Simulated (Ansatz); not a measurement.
**AlH3O (AlH2(OH)) at CCSD/STO-3G**

Aim: the vertical ionisation energy of AlH3O (AlH2(OH)) at CCSD/STO-3G, from 2 runs. 

The calculation is run with Ansatz 0.2.0.

56 further runs of the same task are left out: 56 set aside as unsound or not needed.

### Step 1. The structure to begin with

AlH3O has 5 atoms, charge 0, and is taken as a singlet. As SMILES, `[H][Al]([H])[OH]`. The shape comes from GFN2-xTB, which is rough for such elements, and wasn't checked as a minimum.

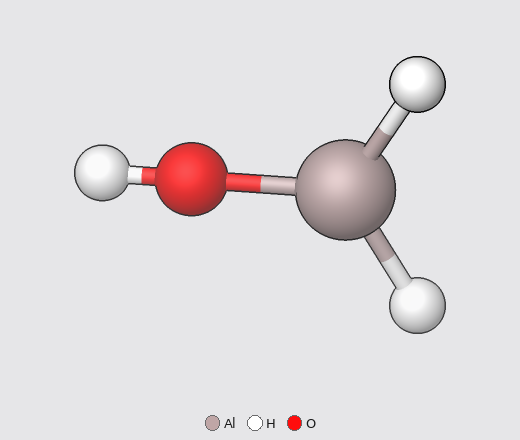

The structure, seen from a chosen angle (aluminium light grey, hydrogen white, oxygen red).

### Step 2. A single-point energy at CCSD/STO-3G

in.yaml reads:

```yaml
crystal:
  periodic: [false, false, false]
  atoms:
    - {symbol: Al, position_ang: [0.271770, 0.451120, -0.109270]}
    - {symbol: H, position_ang: [1.798980, 0.417230, -0.221380]}
    - {symbol: H, position_ang: [-0.481020, 1.769010, -0.311810]}
    - {symbol: O, position_ang: [-0.555450, -0.920030, 0.226660]}
    - {symbol: H, position_ang: [-1.034280, -1.717330, 0.415800]}
basis:
  gaussian:
    orbitals: STO-3G
correlation:
  method: ccsd
  frozen_orbitals: {Al: 5, H: 0, O: 1}
accuracy: high
scf:
  omitted_lower_state_checks: [cluster_reference, increment]
```

Launch:

```bash
$ ansatz run in.yaml --threads 1 --pin off --max-ram 2610MiB --events-out events.jsonl --progress --plain --runs-dir runs
```

Output, cut to the lines that bear on the results:

```text
Warning: RAYON_NUM_THREADS=1 ignored (pool sized by the plan → 1); use --threads N
Functional definition: HF
  name "HF"
[...]
288 factors; integrals over basis functions are off by at most 2.9e-8 eV
[...]
mean field -8560.24634855 eV, -314.5832509658 hartree, gradient 4.8e-9 eV, S^2 0.000000; 0 other end points of the search recorded, 0 dependent functions left out
6 core orbitals not correlated: weight in the atoms' cores, before any rotation towards them, 0.999 or more for the frozen orbitals, at most 0.000 for the correlated occupied ones
reference -8560.24634855 eV, -314.5832509658 hartree; 6, 6 occupied and 5, 5 virtual orbitals, 288 factors
second order -1.65830148 eV of doubles, -0.00000000 eV of singles
cycle   1  -1.94780566 eV  change   -2.9e-1 eV  update   7.1e-2
[...]
cycle  19  -2.18158316 eV  change  -3.7e-10 eV  update  2.1e-10
Total energy: -8562.42793171 eV, -314.6634226682 hartree
Checks for a lower state left out: cluster_reference, increment
```

Run time: 0.37 s. Hardware: 1 thread of Intel Xeon Platinum 8259CL at 2.50GHz (Skylake/Cascade Lake), shared host.

### Step 3. The doublet cation

run.yaml reads:

```yaml
crystal:
  periodic: [false, false, false]
  atoms:
    - symbol: Al
      position_ang: [0.271770, 0.451120, -0.109270]
    - symbol: H
      position_ang: [1.798980, 0.417230, -0.221380]
    - symbol: H
      position_ang: [-0.481020, 1.769010, -0.311810]
    - symbol: O
      position_ang: [-0.555450, -0.920030, 0.226660]
    - symbol: H
      position_ang: [-1.034280, -1.717330, 0.415800]
basis:
  gaussian:
    orbitals: STO-3G
total_charge: 1
magnetization:
  spin_polarized: true
  initial_magnetization: 1
correlation:
  method: ccsd
  frozen_orbitals: {Al: 5, H: 0, O: 1}
accuracy: high
scf:
  omitted_lower_state_checks: [cluster_reference, increment]
```

Launch:

```bash
$ ansatz run run.yaml --threads 1 --pin off --max-ram 2610MiB --events-out events.jsonl --progress --plain --runs-dir runs
```

Output, cut to the lines that bear on the results:

```text
Warning: RAYON_NUM_THREADS=1 ignored (pool sized by the plan → 1); use --threads N
[... 2 set-up lines as earlier in the session ...]
[...]
287 factors; integrals over basis functions are off by at most 2.9e-8 eV
[...]
mean field -8554.81364734 eV, -314.3836028789 hartree, gradient 6.4e-8 eV, S^2 0.756369; 5 other end points of the search recorded, 0 dependent functions left out
6 core orbitals not correlated: weight in the atoms' cores, before any rotation towards them, 0.999 or more for the frozen orbitals, at most 0.001 for the correlated occupied ones
reference -8554.81364734 eV, -314.3836028789 hartree; 6, 5 occupied and 5, 6 virtual orbitals, 287 factors
second order -1.32209240 eV of doubles, -0.00000000 eV of singles
cycle   1  -1.68469245 eV  change   -3.6e-1 eV  update   5.9e-2
[...]
cycle  31  -1.99756702 eV  change  -4.6e-10 eV  update   1.0e-9
Total energy: -8556.81121436 eV, -314.4570121127 hartree
Checks for a lower state left out: cluster_reference, increment
```

Run time: 0.63 s. Hardware: 1 thread of Intel Xeon Platinum 8259CL at 2.50GHz (Skylake/Cascade Lake), shared host.

### Step 4. Summary of results

At CCSD/STO-3G, 6 core orbitals frozen:

```
                                                   quantity          value
                                singlet AlH3O: total energy  -314.66342 Eh
 singlet AlH3O: correlation energy (6 core orbitals frozen)      -80.2 mEh
                               singlet AlH3O: T1 diagnostic          0.018
                               doublet cation: total energy  -314.45701 Eh
doublet cation: correlation energy (6 core orbitals frozen)      -73.4 mEh
          doublet cation: ⟨S²⟩ of the reference determinant          0.756
                              doublet cation: T1 diagnostic          0.033
         vertical ionisation energy (to the doublet cation)       5.617 eV
```

What this shows: The vertical ionisation energy comes to 5.62 eV (130 kcal/mol). In a minimal basis such a difference can be off by several eV, whatever the method.
